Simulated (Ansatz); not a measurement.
# GaH2O: test of scalar relativity from a Python script

The task is a test of scalar relativity, for GaH2O. SMILES: [O][GaH2].

Computed with the Python package of Ansatz 0.2.0. The levels of theory stand in the script.

## 1. The structure

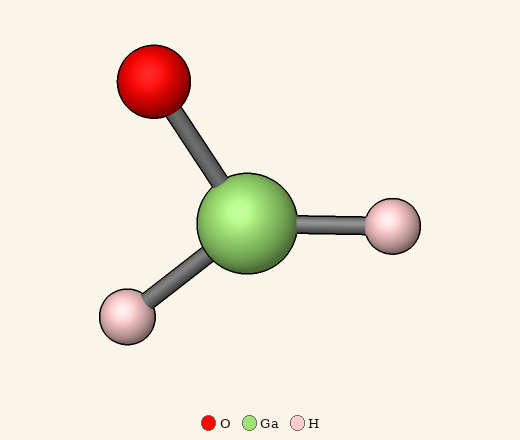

The structure that the script starts from, seen from a chosen angle (oxygen red, gallium green, hydrogen pink).

The script holds or builds the structure itself.

## 2. The code

File gah2o_x2c.py:

```python
'''GaH2O with and without the spin-free two-component Hamiltonian.'''

import ansatz as az
import numpy as np

XC = 'b3lyp'

GEOMETRY = '''
O    -0.96600   -0.50020    1.21580
Ga    0.21020    0.03450   -0.08030
H    -0.82570   -0.08920   -1.40900
H     1.63700    0.49460    0.25310
'''


def main() -> None:
    mol = az.Crystal.molecule()
    for line in GEOMETRY.strip().splitlines():
        symbol, *xyz = line.split()
        mol = mol.atom(symbol, [float(v) for v in xyz])

    calc = (
        mol.calculation()
        .functional(XC)
        .spin('collinear', total=1)
        .forces()
    )
    # a set contracted for a scalar-relativistic Hamiltonian goes with the relativistic run
    sets = {'none': 'cc-pVTZ', 'scalar': 'cc-pVTZ-DK'}
    found = {kind: calc.basis(gaussian=basis).pseudopotentials(relativity=kind).run(threads=1).report for kind, basis in sets.items()}
    for kind, each in found.items():
        dipole = 4.803205 * np.linalg.norm(each['charge_distribution']['dipole_moment_e_ang'])
        print(f'{kind:7s} E = {each["free_energy_ev"]:.4f} eV  dipole {dipole:.3f} D  largest force component {np.abs(each["forces_ev_ang"]).max():.4f} eV/A')
    print(f'relativity lowers the total energy by {found["none"]["free_energy_ev"] - found["scalar"]["free_energy_ev"]:.3f} eV')


if __name__ == '__main__':
    main()
```

## 3. The calls as engine input

The package turns the script's settings into the engine's input (first run):

```yaml
crystal:
  periodic: [false, false, false]
  atoms:
    - { symbol: O, position_ang: [-0.966, -0.5002, 1.2158] }
    - { symbol: Ga, position_ang: [0.2102, 0.0345, -0.0803] }
    - { symbol: H, position_ang: [-0.8257, -0.0892, -1.409] }
    - { symbol: H, position_ang: [1.637, 0.4946, 0.2531] }
basis:
  gaussian:
    orbitals: cc-pVTZ
hamiltonian:
  xc: b3lyp
  pseudopotentials:
    relativity: none
magnetization:
  spin_polarized: true
  initial_magnetization: 1.0
output:
  forces: true
```

## 4. Running it

Launch:

```sh
$ python gah2o_x2c.py
```

What it wrote:

```text
none    E = -54458.6708 eV  dipole 2.480 D  largest force component 1.8405 eV/A
scalar  E = -54976.8730 eV  dipole 2.484 D  largest force component 1.7899 eV/A
relativity lowers the total energy by 518.202 eV
```

Run time: 12 s. Hardware: 1 thread of Arm Neoverse V2, shared host; peak memory 0.27 GiB.

## 5. Inputs of later runs

The engine's inputs for the other runs:

Run 2, against run 1:

```diff
@@ -10 +10 @@
-    orbitals: cc-pVTZ
+    orbitals: cc-pVTZ-DK
@@ -14 +14 @@
-    relativity: none
+    relativity: scalar
```

## 6. The runs side by side

From the records of these 2 runs:

```
run       basis  relativity  energy (eV)  <S²>  SCF cycles  CPU time (s)
  1     cc-pVTZ        none  -54458.6708  0.76          41           5.7
  2  cc-pVTZ-DK      scalar  -54976.8730  0.76          41           5.8
```

## 7. What came out

```
                                 quantity       value
relativistic lowering of the total energy  518.202 eV
                            runs compared           2
```

**Reading.** The total moves by -518.2 eV, nearly all in the cores, and the dipole from 2.48 to 2.48 D. Caveats:
- The geometry is a force-field or estimated start, not a minimum of this method. The basis set changes with the Hamiltonian (a set recontracted for scalar relativity), and most of the change in the total lies in the cores.
- The species is open-shell (spin multiplicity 2).
- b3lyp holds the VWN-RPA fit, as in Gaussian; the form of ORCA and Turbomole is b3lyp5.
